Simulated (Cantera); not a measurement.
Feed: 1 mol CH₃SiCl₃, 0.12 mol C₃H₈, 4.4 mol H₂, equilibrated at 2700 Pa.

Equilibrium computed with Cantera from the NASA thermochemical tables; the gas is ideal and each condensed phase is pure. Candidate condensed phases: C, C₆H₆, C₇H₈, C₈H₁₈, Si, SiC; 109 gas species. The feed counts by its element totals alone. The tables' values for SiCl, SiCl₃ are old estimates; treat these amounts as uncertain. Gases not in the tables: Si₂H₆ and higher silanes. Rates play no part.

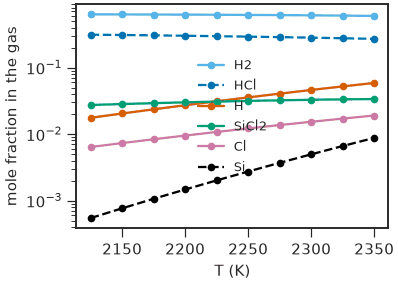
Equilibrium gas composition (values under 1e-9 drawn at 1e-9)

Read off the mole fractions at 2225 K.

H₂ about 0.62, HCl about 0.30, H about 0.031, SiCl₂ about 0.031, Cl about 0.011, Si about 0.0020.
